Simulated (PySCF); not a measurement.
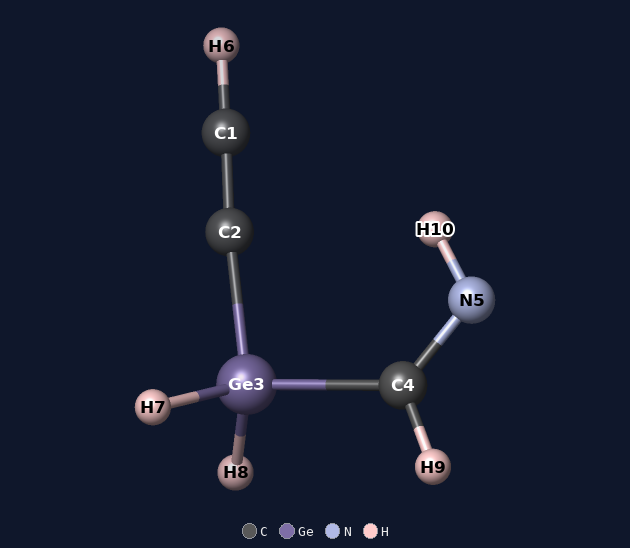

The computed structure is the end point of a PBE0-D3(BJ)/def2-SVP optimisation. No frequency run is at hand to confirm it as a minimum. Method: delta-SCF UKS SCAN, pcX-2 on the ionised atom, pcseg-1 elsewhere, spin-free X2C (PySCF 2.14.0).

Give the core-electron binding energies (to vacuum) of C1 1s, C2 1s, C4 1s, N5 1s.

```tsv
atom	level	binding energy (eV)
C1	1s	290.7
C2	1s	290.6
C4	1s	291.8
N5	1s	404.9
```
